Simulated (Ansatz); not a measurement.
MoS2: pressure series

The parent structure is MoS₂ in the 2H-MoS2 type structure (space group P6_3/mmc, No. 194; a = 3.173 Å, c = 12.437 Å; layered, stacked along the Cartesian z axis).

Cell and atoms are relaxed at each pressure.

Computed with Kohn–Sham DFT with the r2SCAN+rVV10 functional, run in Ansatz (a program for electronic structure) with PAW and 500 eV plane waves, spin-orbit coupling left out, earlier PAW set.

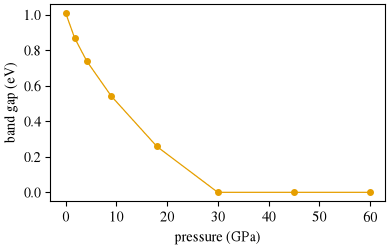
Figure: Band gap against pressure

| pressure (GPa) | band gap |
|---|---|
| 1.8 | 0.87 eV |
| 4.2 | 0.74 eV |
| 9 | 0.54 eV |
| 18 | 0.26 eV |
| 30 | zero |
| 45 | zero |
| 60 | zero |

The mesh was chosen for an insulator and is coarse for the gapless case. Load acts through the strain it causes; cell and atoms are relaxed under it. No phonon test of stability was made. No other phases were tried under pressure. The final runs are not spin-polarised. A zero or small gap of MoS2 under pressure 18 GPa, MoS2 under pressure 30 GPa and MoS2 under pressure 45 GPa can be the functional's error rather than a property of the material.
